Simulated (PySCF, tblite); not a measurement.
# C₆H₃FNO radical: geometry, infrared bands and EPR parameters

Wanted: the infrared bands and EPR parameters of C₆H₃FNO radical (`[CH2]C(=O)[C@@]1(F)C=C1C#N`), by calculation.

Computed with tblite 0.8.0 and PySCF 2.14.0, with density-fitted response routines of our own, on a single molecule in the gas phase. Atoms are numbered from 0 throughout.

## (1) The starting structure

12 atoms, charge 0, multiplicity 2; geometry from: force field or distance geometry start.

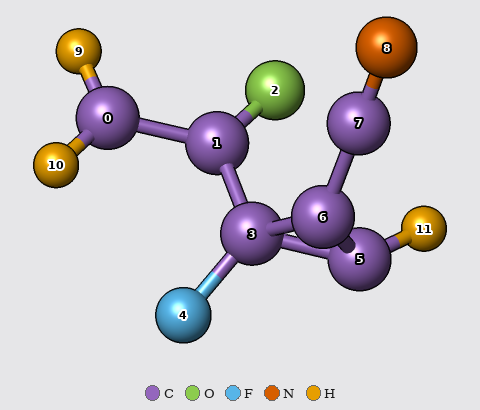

The starting geometry (carbon purple, oxygen green, fluorine blue, nitrogen orange, hydrogen amber), atoms numbered.

## (2) Optimising the geometry with GFN2-xTB

The job: settings as JSON, then the geometry in Å.

```
{"job": {"kind": "relax", "xc": "GFN2-xTB", "basis": "xTB"}, "charge": 0, "multiplicity": 2}
C     -1.936700     0.282200     0.719300
C     -0.781000     0.553800    -0.136900
O     -0.441400     1.694100    -0.400200
C     -0.037200    -0.639800    -0.602700
F     -0.763500    -1.805300    -0.852000
C      1.145500    -0.439300    -1.388300
C      1.309800    -0.832900    -0.127700
C      2.032800    -0.112600     0.853900
N      2.617700     0.454500     1.669600
H     -2.507400     1.133000     1.094500
H     -2.243900    -0.730100     0.947100
H      1.606500     0.441500    -1.802500
```

Command:

```
$ OMP_NUM_THREADS=1 python probes_run.py task.json out
```

This one command runs all jobs of the session in turn.

**Question.** This job is followed by: GFN2-xTB harmonic vibrations, gas phase; UKS B3LYP, pcH-1 on C F H N O, non-relativistic, mean-field spin-orbit, GIAO. What will the session give for the following? strongest single infrared mode (GFN2-xTB); zero-point energy (GFN2-xTB); g(iso) (B3LYP); ⟨S²⟩; largest a(iso) (averaged by class); surface potential, least and greatest.

As calculated:

```
                                 quantity                  value
strongest single infrared mode (GFN2-xTB)  2349 cm⁻¹, 153 km/mol
             zero-point energy (GFN2-xTB)          43.2 kcal/mol
                           g(iso) (B3LYP)                2.00513
                                     ⟨S²⟩     0.766 (exact 0.75)
       largest a(iso) (averaged by class)    13C on C0, 65.5 MHz
    surface potential, least and greatest     -1.48 V and 1.88 V
```

Over 90 steps the energy fell by 1.523 eV; of the close pairs, C3–C6 changed most, 1.441 to 1.514 Å. No mode is imaginary among the 30: a minimum at this level. The strongest single mode, at 2349 cm⁻¹, moves mainly C7 and N8. Unscaled tight-binding wavenumbers are off by several per cent, some by more. Its intensities can rank the bands wrongly. The largest share of the spin, 0.86 e, sits on C0. The isotropic g lies 2.8 ppt above the free-electron value.
